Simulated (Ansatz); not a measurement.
**SVWN5/STO-3G run of BHF2 (SMILES FBF)**

Aim: the energy change on altering one bond length of BHF2 at SVWN5/STO-3G, from 2 runs. 

Program for the calculation: Ansatz 0.2.0.

54 further runs of the same task are left out: 1 that didn't finish, 53 set aside as unsound or not needed.

## 1. The system as given

BHF2: 4 atoms, total charge 0, spin state singlet. As SMILES, `FBF`. The coordinates come from a PBE0-D4/def2-TZVP relaxation.

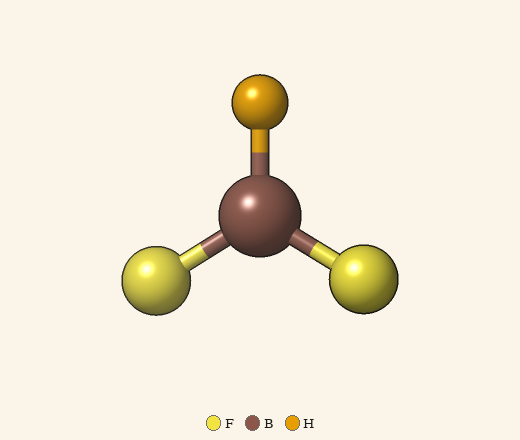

The structure, seen from a chosen angle (fluorine yellow, boron brown, hydrogen amber).

## 2. The energy at SVWN5/STO-3G

Input file job.yaml:

```yaml
crystal:
  periodic: [false, false, false]
  atoms:
    - symbol: F
      position_ang: [1.154300, 0.456900, -0.361900]
    - symbol: B
      position_ang: [-0.001900, -0.031000, 0.025200]
    - symbol: F
      position_ang: [-1.095400, 0.528700, -0.438900]
    - symbol: H
      position_ang: [-0.057000, -0.954600, 0.775600]
basis:
  gaussian: {orbitals: STO-3G}
hamiltonian: {xc: {name: SVWN5}}
accuracy: high
```

Started as:

```console
$ ansatz run job.yaml --threads 1 --pin off --max-ram 2610MiB --events-out events.jsonl --progress --plain --runs-dir runs
```

Log:

```text
Warning: RAYON_NUM_THREADS=1 ignored (pool sized by the plan → 1); use --threads N
Functional definition: SVWN5
  name "SVWN5"
  exchange = slater_x
  correlation = vwn5_c
272 factors; integrals over basis functions are off by at most 4.3e-8 eV
mean field evaluation 1: about -5998.4811 eV, gradient 7.5e0 eV
mean field evaluation 2: about -5998.5617 eV, gradient 6.3e0 eV
mean field evaluation 4: about -5998.6866 eV, gradient 3.1e-1 eV
mean field evaluation 8: about -5998.6349 eV, gradient 3.6e-2 eV
mean field evaluation 16: about -5998.6349 eV, gradient 6.8e-9 eV
mean field -5998.63493609 eV, -220.4457678807 hartree, gradient 6.8e-9 eV, S^2 0.000000; 0 other end points of the search recorded, 0 dependent functions left out
reference -5998.63493730 eV, -220.4457679249 hartree; 12, 12 occupied and 4, 4 virtual orbitals, 272 factors
Total energy: -5998.63493730 eV, -220.4457679249 hartree
```

It took 0.36 s on 1 thread of Intel Xeon Platinum 8488C (Sapphire Rapids), shared host.

## 3. The distorted shape, same level

Input file input.yaml:

```yaml
crystal:
  periodic: [false, false, false]
  atoms:
    - {symbol: F, position_ang: [1.427714, 0.316955, -0.245858]}
    - {symbol: B, position_ang: [0.271514, -0.170945, 0.141242]}
    - {symbol: F, position_ang: [-1.095400, 0.528700, -0.438900]}
    - {symbol: H, position_ang: [0.216414, -1.094545, 0.891642]}
basis:
  gaussian: {orbitals: STO-3G}
hamiltonian: {xc: {name: SVWN5}}
accuracy: high
```

Started as:

```console
$ ansatz run input.yaml --threads 1 --pin off --max-ram 2610MiB --events-out events.jsonl --progress --plain --runs-dir runs
```

Log:

```text
Warning: RAYON_NUM_THREADS=1 ignored (pool sized by the plan → 1); use --threads N
[... 4 set-up lines as earlier in the session ...]
271 factors; integrals over basis functions are off by at most 3.8e-8 eV
mean field evaluation 1: about -5996.3779 eV, gradient 1.3e1 eV
mean field evaluation 2: about -5979.1696 eV, gradient 8.4e1 eV
mean field evaluation 4: about -5997.0725 eV, gradient 2.7e0 eV
mean field evaluation 8: about -5997.0228 eV, gradient 7.7e-2 eV
mean field evaluation 16: about -5997.0228 eV, gradient 6.7e-9 eV
mean field -5997.02281717 eV, -220.3865236030 hartree, gradient 1.7e-8 eV, S^2 0.000000; 0 other end points of the search recorded, 0 dependent functions left out
reference -5997.02281843 eV, -220.3865236491 hartree; 12, 12 occupied and 4, 4 virtual orbitals, 271 factors
Total energy: -5997.02281843 eV, -220.3865236491 hartree
```

It took 0.36 s on 1 thread of Intel Xeon Platinum 8488C (Sapphire Rapids), shared host.

## 4. Outcome

At SVWN5/STO-3G:

```
                                                         quantity          value
                                        first shape: total energy  -220.44577 Eh
                                    distorted shape: total energy  -220.38652 Eh
energy change with the B2–F3 bond stretched from 1.313 to 1.641 Å       1.612 eV
```

What this shows: With the B2–F3 bond stretched from 1.313 to 1.641 Å the energy rises by 1.61 eV (156 kJ/mol). The first shape isn't relaxed at this level, so the change isn't measured from a minimum. The minimal basis adds a large error of its own.
